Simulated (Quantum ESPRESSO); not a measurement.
# W (Tungsten): from the cell to the phonon bands

How does W (Tungsten) vibrate, and is this structure a minimum?

Main program and level: Quantum ESPRESSO 7.5; DFT PBE, scalar-relativistic, plane waves, PseudoDojo norm-conserving pseudopotentials.

## (1) Set-up

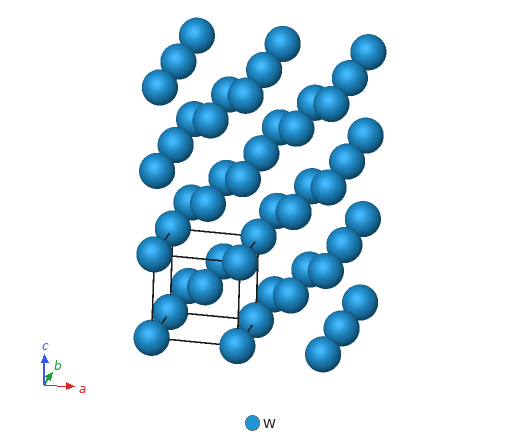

The cell as given, slightly off an axis (tungsten blue). 2×2×3 cells are drawn. This picture shows the conventional cell, with its axes. Some periodic images of atoms are drawn too.

As a file:

```
W
1.0
     1.58234    1.58234    1.58234
    -1.58234    1.58234    1.58234
    -1.58234   -1.58234    1.58234
W
1
Direct
  0.00000 0.00000 0.00000
```

## (2) A first look

Before anything dear is run, a loose run with smearing shows whether this is a metal and how far the cell is from rest.

probe.in reads:

```
&control
   calculation = 'scf'
   prefix = 'x'
   outdir = './tmp'
   pseudo_dir = './pseudo'
   tprnfor = .true.
   tstress = .true.
   verbosity = 'high'
/
&system
   ibrav = 3
   celldm(1) = 5.98039737
   nat = 1
   ntyp = 1
   ecutwfc = 81.0
   occupations = 'smearing'
   smearing = 'gaussian'
   degauss = 0.01
/
&electrons
   conv_thr = 1.0d-07
   mixing_beta = 0.7
   electron_maxstep = 100
/
ATOMIC_SPECIES
 W     183.8400  W.upf
ATOMIC_POSITIONS crystal
 W      0.000000000   0.000000000   0.000000000
K_POINTS automatic
 8 8 8 0 0 0
```

The run is started by

```bash
OMP_NUM_THREADS=1 mpirun -n 4 pw.x -nk 4 -in probe.in > probe.out
```

Log:

```text
[banners, grids, parts of the stress and lines that vanish by symmetry left out]
Program PWSCF v.7.5
     bravais-lattice index     =            3
     lattice parameter (alat)  =       5.9804  a.u.
[...]
kinetic-energy cutoff     =      81.0000  Ry
     charge density cutoff     =     324.0000  Ry
     scf convergence threshold =      1.0E-07
[...]
Exchange-correlation= PBE
                           (   1   4   3   4   0   0   0)
[...]
48 Sym. Ops., with inversion, found
[...]
(     0          1          0      )
                  (     0          0          1      )
[...]
(  0.0000000  1.0000000  0.0000000 )
                  (  0.0000000  0.0000000  1.0000000 )
[...]
(     1         -1          1      )
                  (     1          0          0      )
[...]
(  1.0000000  0.0000000  0.0000000 )
                  (  0.0000000 -1.0000000  0.0000000 )
[...]
(     1          0          0      )
                  (     0          0         -1      )
[...]
( -1.0000000  0.0000000  0.0000000 )
                  (  0.0000000  1.0000000  0.0000000 )
[...]
number of k points=    29  Gaussian smearing, width (Ry)=  0.0100
[...]
End of self-consistent calculation
[...]
the Fermi energy is    22.3347 ev
!    total energy              =    -151.70568160 Ry
[...]
convergence has been achieved in   6 iterations
[...]
atom    1 type  1   force =     0.00000000    0.00000000    0.00000000
[...]
Total force =     0.000000     Total SCF correction =     0.000000
[...]
total   stress  (Ry/bohr**3)                   (kbar)     P=       61.16
[...]
XML data file, charge density, pseudopotentials, collected wavefunctions

   JOB DONE.
```

Wall time 2.2 s (4 MPI ranks of Arm Neoverse V1, shared host); 8.6 s of CPU time.

This step gave:

| Property | Result |
| --- | --- |
| volume per atom | 15.85 Å³ |
| pressure | 6.116 GPa |
| gap on the k-mesh | 0 eV |

No gap opens on this mesh, so smearing is kept; the start stands at 6.1 GPa.

## (3) Relaxing the cell and atoms

The relaxation runs at a cutoff a fifth above that of the response, since stress converges more slowly with the basis than frequencies do. Forces and stress are brought to rest with tight thresholds.

relax.in reads:

```
&control
   calculation = 'vc-relax'
   prefix = 'x'
   outdir = './tmp'
   pseudo_dir = './pseudo'
   tprnfor = .true.
   tstress = .true.
   forc_conv_thr = 2.0d-05
   etot_conv_thr = 1.0d-07
   nstep = 40
/
&system
   ibrav = 3
   celldm(1) = 5.98039737
   nat = 1
   ntyp = 1
   ecutwfc = 97
   occupations = 'smearing'
   smearing = 'mv'
   degauss = 0.02
/
&electrons
   conv_thr = 1.0d-11
   mixing_beta = 0.7
   electron_maxstep = 100
/
&ions
/
&cell
   press_conv_thr = 0.2
/
ATOMIC_SPECIES
 W     183.8400  W.upf
ATOMIC_POSITIONS crystal
 W      0.000000000   0.000000000   0.000000000
K_POINTS automatic
 16 16 16 0 0 0
```

The run is started by

```bash
OMP_NUM_THREADS=1 mpirun -n 4 pw.x -nk 4 -in relax.in > relax.out
```

Log:

```text
[banners, grids, parts of the stress and lines that vanish by symmetry left out]
[banner, memory and clock lines left out]
Program PWSCF v.7.5

[...]
kinetic-energy cutoff     =      97.0000  Ry
     charge density cutoff     =     388.0000  Ry
     scf convergence threshold =      1.0E-11
[...]
energy convergence thresh.=      1.0E-07
     force convergence thresh. =      2.0E-05
     press convergence thresh. =      2.0E-01
     Exchange-correlation= PBE
                           (   1   4   3   4   0   0   0)
[...]
48 Sym. Ops., with inversion, found
[...]
number of k points=   145  Marzari-Vanderbilt smearing, width (Ry)=  0.0200
[...]
End of self-consistent calculation
[...]
the Fermi energy is    22.5768 ev
!    total energy              =    -151.70605784 Ry
[...]
convergence has been achieved in   9 iterations
[...]
atom    1 type  1   force =     0.00000000    0.00000000    0.00000000
     Total force =     0.000000     Total SCF correction =     0.000000
[...]
total   stress  (Ry/bohr**3)                   (kbar)     P=       55.20
[...]
number of bfgs steps    =   0
[...]
CELL_PARAMETERS (alat=  5.98039737)
[...]
ATOMIC_POSITIONS (crystal)
W                0.0000000000        0.0000000000        0.0000000000
[...]
New effective cutoffs (rho, wfc):  379.19   95.20
[...]
End of self-consistent calculation
[...]
the Fermi energy is    21.8633 ev
!    total energy              =    -151.70628500 Ry
[...]
convergence has been achieved in   6 iterations
[...]
atom    1 type  1   force =     0.00000000    0.00000000    0.00000000
     Total force =     0.000000     Total SCF correction =     0.000000
[...]
total   stress  (Ry/bohr**3)                   (kbar)     P=      -31.06
[...]
number of bfgs steps    =   1
[...]
CELL_PARAMETERS (alat=  5.98039737)
[...]
ATOMIC_POSITIONS (crystal)
W                0.0000000000        0.0000000000        0.0000000000
[...]
New effective cutoffs (rho, wfc):  381.77   95.85
[...]
End of self-consistent calculation
[...]
the Fermi energy is    22.1208 ev
!    total energy              =    -151.70640711 Ry
[...]
convergence has been achieved in   7 iterations
[...]
atom    1 type  1   force =     0.00000000    0.00000000    0.00000000
     Total force =     0.000000     Total SCF correction =     0.000000
[...]
total   stress  (Ry/bohr**3)                   (kbar)     P=       -0.92
[...]
number of bfgs steps    =   2
[...]
CELL_PARAMETERS (alat=  5.98039737)
[...]
ATOMIC_POSITIONS (crystal)
W                0.0000000000        0.0000000000        0.0000000000
[...]
New effective cutoffs (rho, wfc):  381.85   95.87
[...]
End of self-consistent calculation
[...]
the Fermi energy is    22.1287 ev
!    total energy              =    -151.70640721 Ry
[...]
convergence has been achieved in   5 iterations
[...]
atom    1 type  1   force =     0.00000000    0.00000000    0.00000000
     Total force =     0.000000     Total SCF correction =     0.000000
[...]
total   stress  (Ry/bohr**3)                   (kbar)     P=        0.02
[...]
number of bfgs steps    =   3
[...]
small trust_radius: resetting bfgs history
[...]
CELL_PARAMETERS (alat=  5.98039737)
[...]
ATOMIC_POSITIONS (crystal)
W                0.0000000000        0.0000000000        0.0000000000
[...]
New effective cutoffs (rho, wfc):  381.85   95.87
[...]
End of self-consistent calculation
[...]
the Fermi energy is    22.1285 ev
!    total energy              =    -151.70640721 Ry
[...]
convergence has been achieved in   3 iterations
[...]
atom    1 type  1   force =     0.00000000    0.00000000    0.00000000
     Total force =     0.000000     Total SCF correction =     0.000000
[...]
total   stress  (Ry/bohr**3)                   (kbar)     P=       -0.01
[...]
bfgs converged in   5 scf cycles and   4 bfgs steps
[...]
End of BFGS Geometry Optimization
     Final enthalpy           =    -151.7064072099 Ry
     File ./tmp/x.bfgs deleted, as requested
[...]
CELL_PARAMETERS (alat=  5.98039737)
[...]
ATOMIC_POSITIONS (crystal)
W                0.0000000000        0.0000000000        0.0000000000
[...]
Final scf calculation at the relaxed structure.
[...]
kinetic-energy cutoff     =      97.0000  Ry
     charge density cutoff     =     388.0000  Ry
     scf convergence threshold =      1.0E-13
[...]
press convergence thresh. =      2.0E-01
     Exchange-correlation= PBE
                           (   1   4   3   4   0   0   0)
[...]
48 Sym. Ops., with inversion, found
[...]
number of k points=   145  Marzari-Vanderbilt smearing, width (Ry)=  0.0200
[...]
c_bands:  1 eigenvalues not converged
     c_bands:  1 eigenvalues not converged
     c_bands:  1 eigenvalues not converged
[...]
End of self-consistent calculation
[...]
the Fermi energy is    22.1285 ev
!    total energy              =    -151.70640892 Ry
[...]
convergence has been achieved in  10 iterations
[...]
atom    1 type  1   force =     0.00000000    0.00000000    0.00000000
     Total force =     0.000000     Total SCF correction =     0.000000
[...]
total   stress  (Ry/bohr**3)                   (kbar)     P=       -0.05
[...]
XML data file, charge density, pseudopotentials, collected wavefunctions
```

It took 64 s on 4 MPI ranks.

The steps of the relaxation:

```csv
step,energy less that of the first step (eV),largest force (eV/Å),pressure (GPa),volume (Å³)
1,0.0000,0.0000,5.52,15.85
2,-0.0031,0.0000,-3.11,16.30
3,-0.0048,0.0000,-0.09,16.13
4,-0.0048,0.0000,0.00,16.13
5,-0.0048,0.0000,0.00,16.13
6,-0.0048,0.0000,-0.01,16.13
```

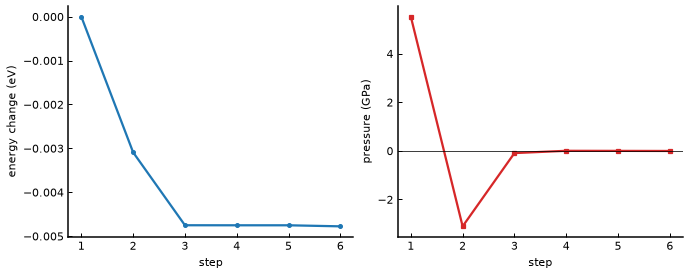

Energy and pressure along the relaxation.

```csv
"conventional cell, symmetrised",before,after,change
a (Å),3.165,3.183,+0.6 %
b (Å),3.165,3.183,+0.6 %
c (Å),3.165,3.183,+0.6 %
volume (Å³/atom),15.85,16.13,+1.8 %
```

The relaxed structure:

```
W
1.0
     1.59162    1.59162    1.59162
    -1.59162    1.59162    1.59162
    -1.59162   -1.59162    1.59162
W
1
Direct
  0.00000 0.00000 0.00000
```

The last row of the table of steps is pw.x's closing run on a basis chosen anew for the final cell, so its energy can jump.

This step gave:

* volume per atom: 16.13 Å³
* pressure: -0.005 GPa

The volume changes by +1.8 % from the cell with which this run began.

## (4) Ground state

The response is built on this ground state, so it is converged far tighter than an energy would need. Smearing stays on, as the first look found no gap above 0.3 eV.

scf.in reads:

```
&control
   calculation = 'scf'
   prefix = 'x'
   outdir = './tmp'
   pseudo_dir = './pseudo'
   tprnfor = .true.
   tstress = .true.
/
&system
   ibrav = 3
   celldm(1) = 6.01545362
   nat = 1
   ntyp = 1
   ecutwfc = 81.0
   occupations = 'smearing'
   smearing = 'mv'
   degauss = 0.02
/
&electrons
   conv_thr = 1.0d-12
   mixing_beta = 0.7
   electron_maxstep = 100
/
ATOMIC_SPECIES
 W     183.8400  W.upf
ATOMIC_POSITIONS crystal
 W      0.000000000   0.000000000   0.000000000
K_POINTS automatic
 16 16 16 0 0 0
```

The run is started by

```bash
OMP_NUM_THREADS=1 mpirun -n 4 pw.x -nk 4 -in scf.in > scf.out
```

Log:

```text
[banners, grids, parts of the stress and lines that vanish by symmetry left out]
[banner, memory and clock lines left out]
Program PWSCF v.7.5

[...]
kinetic-energy cutoff     =      81.0000  Ry
     charge density cutoff     =     324.0000  Ry
     scf convergence threshold =      1.0E-12
[...]
Exchange-correlation= PBE
                           (   1   4   3   4   0   0   0)
[...]
48 Sym. Ops., with inversion, found
[...]
number of k points=   145  Marzari-Vanderbilt smearing, width (Ry)=  0.0200
[...]
End of self-consistent calculation
[...]
the Fermi energy is    22.1286 ev
!    total energy              =    -151.70637458 Ry
[...]
convergence has been achieved in  10 iterations
[...]
atom    1 type  1   force =     0.00000000    0.00000000    0.00000000
     Total force =     0.000000     Total SCF correction =     0.000000
[...]
total   stress  (Ry/bohr**3)                   (kbar)     P=       -0.26
[...]
XML data file, charge density, pseudopotentials, collected wavefunctions
```

It took 10 s on 4 MPI ranks; 41 s of CPU time.

This step gave:

| Item | Value |
| --- | --- |
| pressure | -0.02600 GPa |

The cell stands at -0.026 GPa, close enough for phonons.

[end of part 1 of 3]

[Host names and launcher messages were left out of these logs when they were recorded.]

[Logs are printed without paths, hosts, clocks, repeated set-up lines and the standing remarks that a program may print on its own settings, such as how far it seeks lower states.]

[Hosts, paths, dates, database ids (printed as entryN), source tags and the programs' standing remarks are cut or masked in the printed files.]
